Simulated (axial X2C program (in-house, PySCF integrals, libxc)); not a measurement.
# FHfF: bond lengths and stretches, held linear

Aim: the two bond lengths and stretching wavenumbers of linear FHfF, with and without spin–orbit coupling, at PBE0, HF, TPSSh, MP2.

Computed with an in-house X2C program for linear molecules on PySCF integrals. Level: all-electron X2C, two-component (2c) or spin-free, F dyall-av3z, Hf dyall-v3z.

All values are calculated.

2 further runs of the same task are left out: 2 set aside as unsound or not needed.

### 1 Input

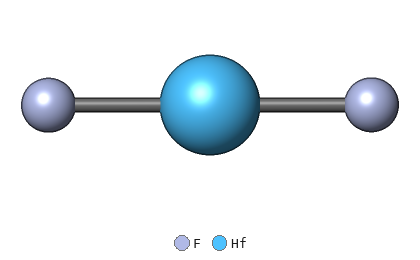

The atoms on one line, bonds 2.160 and 2.160 Å (fluorine light blue, hafnium blue).

Contents of task.json:

```json
{"zs": [9, 72, 9], "q": 0, "bas": ["dyall-av3z", "dyall-v3z", "dyall-av3z"], "r0": [2.16, 2.16], "symm": 1, "scan": ["PBE0", "HF", "TPSSh"], "levels": ["PBE0", "HF", "PBE"], "nst": 2}
```

Keys: zs atomic numbers; q charge; bas basis sets; r0 starting distance in Å; symm equal bonds; scan levels of the two-bond scan (MP2 follows by itself at each HF point); levels methods; nst determinants followed.

Launch:

```bash
python solin.py task.json out
```

Masses F 18.998, Hf 179.947, F 18.998 u.

### 2 Scan at PBE0, 2c

State: Ω = 0 (all partner blocks equally filled). Energies above the lowest point, from the job's result record:

```csv
r(F–Hf) (Å),r(Hf–F) (Å),E (meV)
1.8759,1.8759,7.14
1.8759,1.9240,0.00
1.8759,1.9721,49.08
1.9240,1.8759,0.00
1.9240,1.9240,2.12
1.9240,1.9721,59.57
1.9240,2.0202,159.74
1.9721,1.8759,49.08
1.9721,1.9240,59.57
1.9721,1.9721,124.57
2.0202,1.9240,159.74
2.0202,2.0202,344.81
```

A quadratic surface with cubic terms in each bond gives the minimum at 1.901 and 1.901 Å, force constants 4.21, 4.21 and coupling 0.52 mdyn/Å.

### 3 Scan at HF, 2c

State: Ω = 0 (all partner blocks equally filled). Energies above the lowest point, from the job's result record:

```csv
r(F–Hf) (Å),r(Hf–F) (Å),E (meV)
1.8759,1.8759,39.14
1.8759,1.9240,14.89
1.8759,1.9721,50.96
1.9240,1.8759,14.89
1.9240,1.9240,0.00
1.9240,1.9721,44.52
1.9240,2.0202,135.25
1.9721,1.8759,50.96
1.9721,1.9240,44.52
1.9721,1.9721,96.66
2.0202,1.9240,135.25
2.0202,2.0202,298.18
```

A quadratic surface with cubic terms in each bond gives the minimum at 1.912 and 1.912 Å, force constants 4.3, 4.3 and coupling 0.53 mdyn/Å.

### 4 Scan at TPSSh, 2c

State: Ω = 0 (all partner blocks equally filled). Energies above the lowest point, from the job's result record:

| r(F–Hf) (Å) | r(Hf–F) (Å) | E (meV) |
| --- | --- | --- |
| 1.8759 | 1.8759 | 19.10 |
| 1.8759 | 1.9240 | 5.01 |
| 1.8759 | 1.9721 | 47.73 |
| 1.9240 | 1.8759 | 5.01 |
| 1.9240 | 1.9240 | 0.00 |
| 1.9240 | 1.9721 | 50.92 |
| 1.9240 | 2.0202 | 145.07 |
| 1.9721 | 1.8759 | 47.73 |
| 1.9721 | 1.9240 | 50.92 |
| 1.9721 | 1.9721 | 109.24 |
| 2.0202 | 1.9240 | 145.07 |
| 2.0202 | 2.0202 | 316.93 |

A quadratic surface with cubic terms in each bond gives the minimum at 1.906 and 1.906 Å, force constants 4.16, 4.16 and coupling 0.51 mdyn/Å.

### 5 The levels side by side

| level | r(F–Hf) (Å) | r(Hf–F) (Å) | lower stretch (cm⁻¹) | upper stretch (cm⁻¹) |
| --- | --- | --- | --- | --- |
| PBE0, 2c | 1.901 | 1.901 | 631.0 | 650.0 |
| HF, 2c | 1.912 | 1.912 | 638.3 | 656.6 |
| TPSSh, 2c | 1.906 | 1.906 | 628.4 | 646.3 |
| MP2, 2c | 1.911 | 1.911 | 628.8 | 653.1 |
| PBE0, spin-free | 1.901 | 1.901 | 631.5 | 651.0 |
| HF, spin-free | 1.913 | 1.913 | 639.0 | 657.4 |
| TPSSh, spin-free | 1.906 | 1.906 | 628.9 | 647.2 |
| MP2, spin-free | 1.912 | 1.912 | 629.3 | 654.0 |

Scans not shown above were run alike.

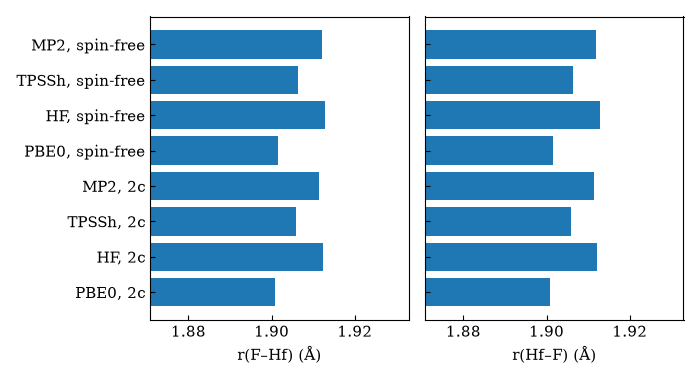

The two bond lengths by level.

What this shows: Over the levels the F–Hf bond spans 1.901 to 1.913 Å and the Hf–F bond 1.901 to 1.913 Å. At PBE0 spin–orbit coupling leaves both bonds unchanged to 0.001 Å. Each state is one determinant, the lowest of a limited PBE0 search; the stretches come from a fit to few points and are good to some per cent at best. The stretches are sorted by size, and where the two bonds are alike the symmetric and antisymmetric modes can swap order between levels. MP2 freezes inner shells (threshold -2 hartree). The molecule was held linear; bending was not examined, so a bent shape may lie lower.
